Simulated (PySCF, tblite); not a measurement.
# C4H5NOSi: geometry, infrared bands and NMR shifts

Wanted: the infrared bands and NMR shifts of C4H5NOSi (`C=C[Si@H](C#N)C=O`), by calculation.

Programs: tblite 0.8.0 and PySCF 2.14.0, with density-fitted response routines of our own. Each step states its level of theory. These are calculated values for one molecule in the gas phase, unless marked as measured. Atoms are numbered from 0 throughout.

### Step 1. The molecule as given

12 atoms, charge 0, multiplicity 1; geometry from: force field or distance geometry start.

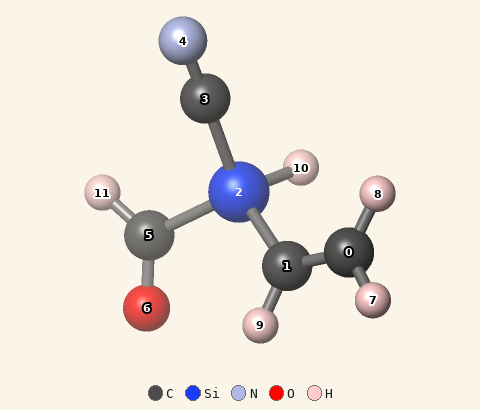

The starting geometry (carbon dark grey, silicon blue, nitrogen light blue, oxygen red, hydrogen pink), atoms numbered.

### Step 2. Relaxing the molecule with GFN2-xTB

The job: settings as JSON, then the geometry in Å.

```
{"job": {"kind": "relax", "xc": "GFN2-xTB", "basis": "xTB"}, "charge": 0, "multiplicity": 1}
C      2.239000     0.215900     0.327000
C      1.136200    -0.345000    -0.216800
Si    -0.575700     0.339100    -0.209500
C     -1.162600     0.798100     1.521600
N     -1.541900     1.063300     2.601000
C     -1.840300    -0.843500    -0.979200
O     -1.456500    -1.661800    -1.803900
H      3.201800    -0.274300     0.271500
H      2.214100     1.176400     0.837200
H      1.213200    -1.311300    -0.704100
H     -0.542800     1.590000    -1.029200
H     -2.883500    -0.747500    -0.641700
```

Started as:

```
> OMP_NUM_THREADS=1 python probes_run.py task.json out
```

The driver reads the jobs from task.json and runs them one after another.

**Question.** This job is followed by: GFN2-xTB harmonic vibrations, gas phase; GIAO PBE0/pcSseg-1 NMR shielding, non-relativistic, gas phase. What will the session give for the following? strongest single infrared mode (GFN2-xTB); zero-point energy (GFN2-xTB); 13C shifts against TMS (PBE0/pcSseg-1); 1H shifts against TMS (PBE0/pcSseg-1); 29Si shifts against TMS (PBE0/pcSseg-1); 15N shifts against NH3 (PBE0/pcSseg-1); 17O shifts against H2O (PBE0/pcSseg-1); surface potential, least and greatest.

The runs gave:

```
                                 quantity                              value
strongest single infrared mode (GFN2-xTB)              2236 cm⁻¹, 235 km/mol
             zero-point energy (GFN2-xTB)                      47.3 kcal/mol
   13C shifts against TMS (PBE0/pcSseg-1)     238.1, 152.6, 128.2, 122.4 ppm
    1H shifts against TMS (PBE0/pcSseg-1)  12.09, 6.99, 6.61, 6.51, 4.88 ppm
  29Si shifts against TMS (PBE0/pcSseg-1)                          -80.6 ppm
   15N shifts against NH3 (PBE0/pcSseg-1)                          368.8 ppm
   17O shifts against H2O (PBE0/pcSseg-1)                          946.3 ppm
    surface potential, least and greatest                 -1.55 V and 1.85 V
```

Relaxing lowered the energy by 0.199 eV in 71 steps; the close pair that moved most is C1–Si2, from 1.844 to 1.878 Å. The lowest mode is imaginary (21i cm⁻¹), so the xTB geometry is not a minimum. The strongest single mode, at 2236 cm⁻¹, moves mainly H10. GFN2-xTB is a fitted tight-binding method: band positions and strengths are rough. Its intensities can rank the bands wrongly. At PBE0/pcSseg-1: Shielding is most anisotropic at O6 (span 2091 ppm, paramagnetic term -1010 ppm). By nearest atom (PBE0/pcSseg-1), the HOMO sits on O6 53 %; H11 15 % and the LUMO on C5 36 %; O6 28 %.
